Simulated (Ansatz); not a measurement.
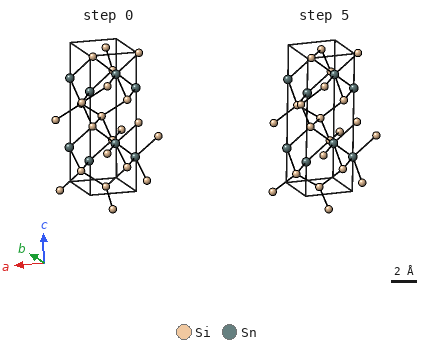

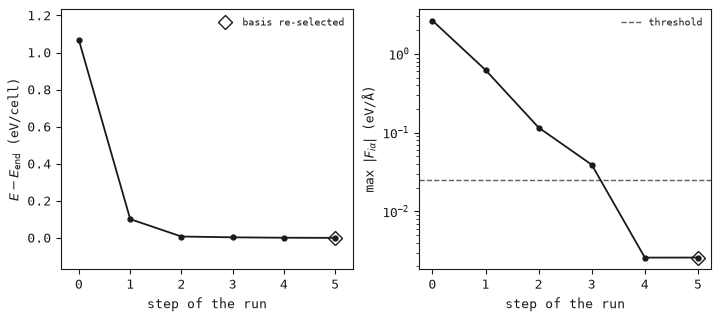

First and last geometry of a relaxation of solid Si3Sn (a generated structure, set up in P1) (coarse preliminary run), with the history of the run. Style: ball-and-stick. Shown: the cell of the calculation, reduced to other axes, from a free direction. Lengths and directions refer to the drawn axes.

Computed with DFT PBE, scalar-relativistic, plane waves, PAW in Ansatz.

Input
```yaml
crystal:
  lattice:
    - [4.0248423193, -0.0584609044, 0.0058781735]
    - [-0.0584609044, 3.9938044676, -0.0663585512]
    - [0.0167848435, -0.1894836732, 11.7082841617]
  atoms:
    - { symbol: Si, position: [0.4939362997, 0.0141859668, 0.1255782437] }
    - { symbol: Si, position: [0.5120770499, 0.0274445273, 0.6077583697] }
    - { symbol: Si, position: [-0.0056355011, 0.4784451028, 0.3839576073] }
    - { symbol: Si, position: [0.0295241948, 0.5033926831, 0.8820868828] }
    - { symbol: Si, position: [0.4504095965, 0.5349756575, 0.0034350568] }
    - { symbol: Si, position: [0.540236328, 0.4822444154, 0.5023131835] }
    - { symbol: Sn, position: [-0.0096228351, 0.9721888747, 0.2487985153] }
    - { symbol: Sn, position: [-0.0109251328, 0.9871227724, 0.7460721409] }
basis:
  ecutwfc: 420
kpoints:
  mp_grid: { grid: [6, 6, 2] }
hamiltonian:
  xc: pbe
scf:
  occupations: { method: gaussian, width: 0.2 }
  lower_state_search: "off"
output:
  forces: true
  stress: true
  eigenvalues: true
relax:
  adjacent_minimum: "off"
  f_tol: 0.025
  max_steps: 60
  cell: { stress_tol: 0.25 }
```

Run as
```bash
ansatz run input.yaml --threads 1 --pin off --max-ram 2560MiB --backend cpu --events-out ev --progress --plain --runs-dir out
```

What do the curves and the structures tell?

Answer. It converged. Si5 moves most relative to the cell: 0.25 Å roughly along [2 3 0]. Largest moves by element: Si 0.25 Å, Sn 0.12 Å. Cell: a 3.995 → 4.063 Å (+1.7 %), b 4.025 → 4.063 Å (+0.9 %), c 11.710 → 11.576 Å (−1.1 %), α 89.8° → 90.0°, β 88.1° → 90.0°, γ 88.3° → 90.0°. Volume +1.6 %. Some distances before and after: Si4–Si5 2.730 → 2.411 Å, Si4–Si5 (another image) 2.213 → 2.411 Å, Si3–Si6 2.601 → 2.411 Å, Si2–Si6 2.230 → 2.411 Å. Among the angles between lasting bonds that change: Si1–Si5–Si4 117.3° → 106.8°, Si2–Sn8–Si4 122.1° → 112.4°, Si5–Si1–Sn7 118.0° → 109.4°. The space group (tolerance 0.01 Å) goes from P1 (No. 1) to P-4m2 (No. 115). Over 4 accepted moves (5 points after the start) the energy falls by 1.066 eV per cell of the calculation. Largest force component: 2.6 eV/Å at the start, 0.0026 eV/Å at the end. The pressure goes from 2.82 to 0.00 GPa. At 1 point the geometry stayed and the basis and grid were re-selected for the new cell (energy shift of 0.8 meV per cell of the calculation at most each time). The run took 3.8 min on 1 thread of Intel(R) Xeon(R) Processor @ 2.50GHz (Skylake/Cascade Lake), with other jobs on the host, peak memory 0.53 GiB.

```json
{"step": "0", "E − E(0), meV/atom": "0.00", "largest force component, eV/Å": "2.6472", "pressure, GPa": "2.82", "volume, Å³/atom": "23.514", "note": ""}
{"step": "1", "E − E(0), meV/atom": "-120.60", "largest force component, eV/Å": "0.6242", "pressure, GPa": "0.72", "volume, Å³/atom": "23.629", "note": ""}
{"step": "2", "E − E(0), meV/atom": "-132.32", "largest force component, eV/Å": "0.1160", "pressure, GPa": "-0.20", "volume, Å³/atom": "23.958", "note": ""}
{"step": "3", "E − E(0), meV/atom": "-132.87", "largest force component, eV/Å": "0.0391", "pressure, GPa": "0.04", "volume, Å³/atom": "23.867", "note": ""}
{"step": "4", "E − E(0), meV/atom": "-133.13", "largest force component, eV/Å": "0.0026", "pressure, GPa": "0.00", "volume, Å³/atom": "23.885", "note": ""}
{"step": "5", "E − E(0), meV/atom": "-133.23", "largest force component, eV/Å": "0.0026", "pressure, GPa": "0.00", "volume, Å³/atom": "23.885", "note": "same geometry, new basis"}
```
